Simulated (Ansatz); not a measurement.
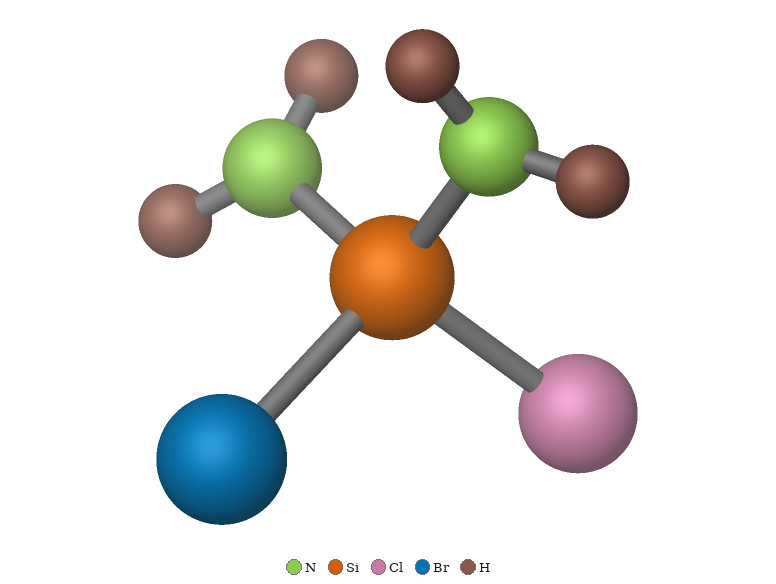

The picture shows a molecular structure as a ball-and-stick model.

Computed geometry: PBE0-D4/def2-TZVP optimisation.

Description:

It has 9 atoms: 1 bromine, 1 chlorine, 4 hydrogen, 2 nitrogen and 1 silicon (BrClH₄N₂Si). As SMILES it reads `N[Si](N)(Cl)Br`. It has no ring. Among its groups: Si–N bond. Coordination, clear cases only: 1 Si tetrahedral.

More results for the same structure follow; atom numbers are the same in all pictures, views and colours differ.

## Shape

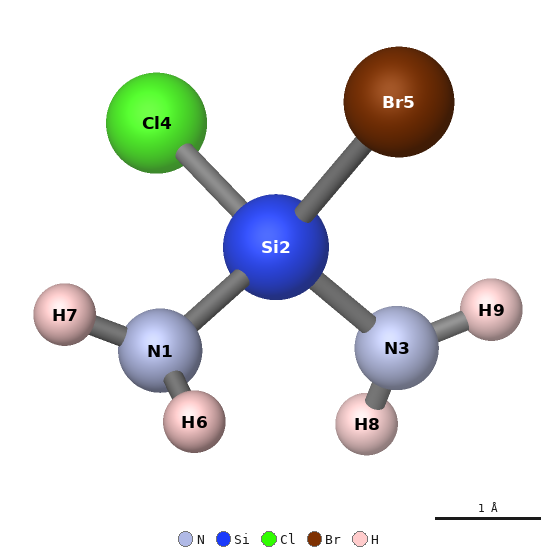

Which atoms are bonded, and how long are the bonds?

```json
{"bond": "N1–Si2", "length (Å)": "1.690", "order": "single"}
{"bond": "N1–H6", "length (Å)": "1.007", "order": "single"}
{"bond": "N1–H7", "length (Å)": "1.007", "order": "single"}
{"bond": "Si2–N3", "length (Å)": "1.689", "order": "single"}
{"bond": "Si2–Cl4", "length (Å)": "2.056", "order": "single"}
{"bond": "Si2–Br5", "length (Å)": "2.227", "order": "single"}
{"bond": "N3–H8", "length (Å)": "1.008", "order": "single"}
{"bond": "N3–H9", "length (Å)": "1.006", "order": "single"}
```

## Vibrations

Harmonic vibrations computed with RKS PBE0-D4/def2-TZVP (Ansatz 0.2.0) at a stationary point of the same level.

How many vibrational modes are there, and where do they lie?

21 modes: 136, 173, 233, 239, 258, 275, 389, 409, 411, 444, 536, 833, 838, 891, 963, 1569, 1574, 3607, 3608, 3707, 3710 cm⁻¹.

## Levels of theory compared

Program: Ansatz 0.2.0.

Compare HOMO–LUMO gap (eV) at these levels: B97M-V/def2-TZVPP; BHLYP-D4/def2-TZVPP; CAM-B3LYP-D4/def2-TZVPP; PBE0-D4/def2-SVP; SPW92 (LDA)/def2-TZVPP; r2SCAN-D4/def2-TZVPP; ωB97M-V/def2-TZVPP.

```tsv
level	HOMO–LUMO gap (eV)
B97M-V/def2-TZVPP	6.80
BHLYP-D4/def2-TZVPP	10.34
CAM-B3LYP-D4/def2-TZVPP	10.59
PBE0-D4/def2-SVP	8.73
SPW92 (LDA)/def2-TZVPP	5.99
r2SCAN-D4/def2-TZVPP	6.86
ωB97M-V/def2-TZVPP	12.17
```

## Dipole moment

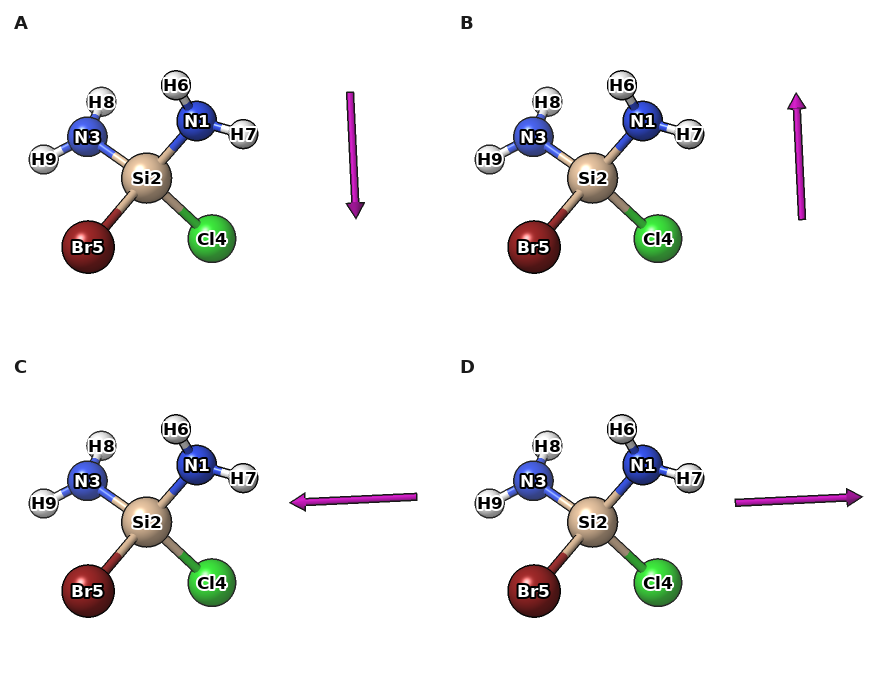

The same molecule four times, each with an arrow. Level of theory: RKS PBE0-D4/def2-TZVP (Ansatz 0.2.0).

Which arrow points along the dipole moment, from the negative to the positive end?

B. The dipole moment is 2.44 D; it points from the side of Br5 to the side of H6, H8 (the outermost atoms at the two ends).
